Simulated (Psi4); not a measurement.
# CH3BO (Borane carbonyl): PBE0/def2-TZVPP (sweep point 4)

What is the vertical singlet–triplet gap of CH3BO (Borane carbonyl) at PBE0/def2-TZVPP (sweep point 4)? 

Program for the calculation: Psi4 1.11.

## 1. The molecule

The species is CH3BO (6 atoms), meant as a singlet with charge 0. As SMILES, `[BH3-]C#[O+]`. The coordinates come from a GFN2-xTB relaxation.

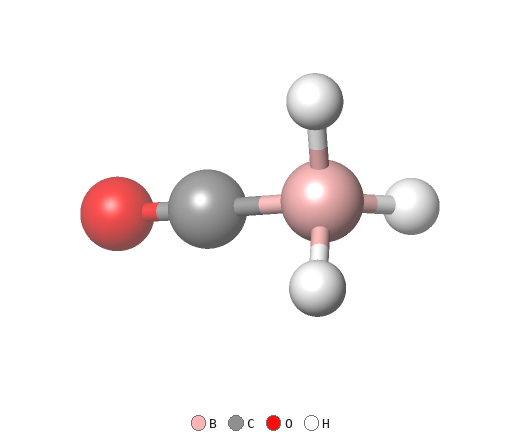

Viewed from a chosen angle; boron pink, carbon grey, oxygen red, hydrogen white.

## 2. A single-point energy at PBE0/def2-TZVPP (sweep point 4)

Input file job.in:

```
memory 1600 mb

molecule {
  B     -0.267820     0.395530    -0.192970
  C      0.482140    -0.749160     0.351570
  O      1.081050    -1.621230     0.782350
  H     -1.421210     0.151210    -0.065180
  H      0.052740     0.493160    -1.331590
  H      0.073090     1.330480     0.455820
  symmetry c1
}

set {
  reference            rks
  puream               true
  scf_type             pk
  dft_radial_points    99
  dft_spherical_points 590
}

energy("pbe0/def2-TZVPP")
```

Run with:

```console
$ psi4 -i job.in -o job.out -n 1
```

job.out, cut to the lines that bear on the results:

```text
[...]
  Running in c1 symmetry.
[...]
  Nuclear repulsion =   57.083946016465987
[...]
  Multiplicity = 1
[...]
  Nalpha       = 11
  Nbeta        = 11
[...]
    Number of basis functions: 135
[...]
   @RKS iter   1:  -139.67879726479617   -4.84173e-01   4.16818e-03 DIIS/ADIIS
[...]
   @RKS iter   8:  -139.85271044952447   -7.78005e-09   1.70587e-07 DIIS
[...]
    Orbital Energies [Eh]
    ---------------------
    Doubly Occupied:
       1A    -19.335848     2A    -10.392533     3A     -6.731676
       4A     -1.214772     5A     -0.688319     6A     -0.584024
       7A     -0.522387     8A     -0.522274     9A     -0.421394
      10A     -0.355135    11A     -0.354770
[...]
  @RKS Final Energy:  -139.85271044952447
   => Energetics <=
    Nuclear Repulsion Energy =             57.0839460164659869
    One-Electron Energy =                -301.3504319118783883
    Two-Electron Energy =                 118.7973743369964978
    DFT Exchange-Correlation Energy =     -14.3835988911085408
    Empirical Dispersion Energy =           0.0000000000000000
    VV10 Nonlocal Energy =                  0.0000000000000000
    Total Energy =                       -139.8527104495244657
[...]
 Multipole Moments:
 ------------------------------------------------------------------------------------
     Multipole            Electronic (a.u.)      Nuclear  (a.u.)        Total (a.u.)
 ------------------------------------------------------------------------------------
 L = 1.  Multiply by 2.5417464519 to convert [e a0] to [Debye]
 Dipole X            :          2.0146318           -1.7884090            0.2262228
 Dipole Y            :         -3.0867675            2.7334902           -0.3532773
 Dipole Z            :          1.4651413           -1.3000125            0.1651288
 Magnitude           :                                                    0.4508316
[...]
```

Run time: 13 s. Hardware: 1 thread of AMD EPYC 9R45 (Zen 5), shared host; peak memory 0.98 GiB.

## 3. The triplet, same level

Input file job.inp:

```
memory 1.6 GB

molecule {
  0 3
  B     -0.267820     0.395530    -0.192970
  C      0.482140    -0.749160     0.351570
  O      1.081050    -1.621230     0.782350
  H     -1.421210     0.151210    -0.065180
  H      0.052740     0.493160    -1.331590
  H      0.073090     1.330480     0.455820
  units angstrom
  symmetry c1
}

set basis def2-TZVPP
set reference uks
set puream true
set scf_type pk
set dft_radial_points 99
set dft_spherical_points 590
set maxiter 150

result, w = energy("pbe0", return_wfn=True)
```

Run with:

```console
$ psi4 -n 1 job.inp job.out
```

job.out, cut to the lines that bear on the results:

```text
[...]
  Running in c1 symmetry.
[...]
  Nuclear repulsion =   57.083946016465987
[...]
  Multiplicity = 3
[...]
  Nalpha       = 12
  Nbeta        = 10
[...]
    Number of basis functions: 135
[...]
   @UKS iter   1:  -139.45565765234187   -2.61033e-01   3.97855e-03 DIIS/ADIIS
[...]
   @UKS iter  19:  -139.61589966136933   -3.00938e-07   7.68144e-07 DIIS
[...]
   @S^2 Observed:                2.015551317E+00
[...]
    Orbital Energies [Eh]
    ---------------------
    Alpha Occupied:
       1A    -19.263495     2A    -10.272846     3A     -6.796821
       4A     -1.151154     5A     -0.691040     6A     -0.547436
       7A     -0.489466     8A     -0.486639     9A     -0.454940
      10A     -0.428657    11A     -0.397774    12A     -0.118074
    Alpha Virtual:
      13A     -0.025046    14A      0.032438    15A      0.073741
      16A      0.086112    17A      0.087674    18A      0.129759
      19A      0.142535    20A      0.146887    21A      0.243057
      22A      0.257833    23A      0.259358    24A      0.285914
      25A      0.336339    26A      0.394609    27A      0.397648
[...]
  @UKS Final Energy:  -139.61589966136933
   => Energetics <=
    Nuclear Repulsion Energy =             57.0839460164659869
    One-Electron Energy =                -301.7610406023769087
    Two-Electron Energy =                 119.4762976309842202
    DFT Exchange-Correlation Energy =     -14.4151027064425978
    Empirical Dispersion Energy =           0.0000000000000000
    VV10 Nonlocal Energy =                  0.0000000000000000
    Total Energy =                       -139.6158996613693262
[...]
 Multipole Moments:
 ------------------------------------------------------------------------------------
     Multipole            Electronic (a.u.)      Nuclear  (a.u.)        Total (a.u.)
 ------------------------------------------------------------------------------------
 L = 1.  Multiply by 2.5417464519 to convert [e a0] to [Debye]
 Dipole X            :          1.5180167           -1.7884090           -0.2703923
 Dipole Y            :         -2.0290018            2.7334902            0.7044884
 Dipole Z            :          1.1440569           -1.3000125           -0.1559555
 Magnitude           :                                                    0.7705440
[...]
```

It took 38 s on 1 thread of AMD EPYC 9R45 (Zen 5), shared host; peak memory 0.98 GiB.

## 4. Summary of results

Level: PBE0/def2-TZVPP (sweep point 4).

| quantity | value |
| --- | --- |
| singlet: total energy | -139.85271 Eh |
| singlet: dipole moment | 1.15 D |
| singlet: HOMO energy | -9.65 eV |
| singlet: LUMO energy | -1.44 eV |
| singlet: HOMO–LUMO gap | 8.21 eV |
| triplet: total energy | -139.61590 Eh |
| triplet: dipole moment | 1.96 D |
| triplet: HOMO energy (highest over α and β) | -3.21 eV |
| triplet: ⟨S²⟩ | 2.016 |
| vertical energy of the triplet above the singlet | 6.444 eV |

**Reading.** At this shape the triplet lies 6.44 eV (149 kcal/mol) above the singlet.
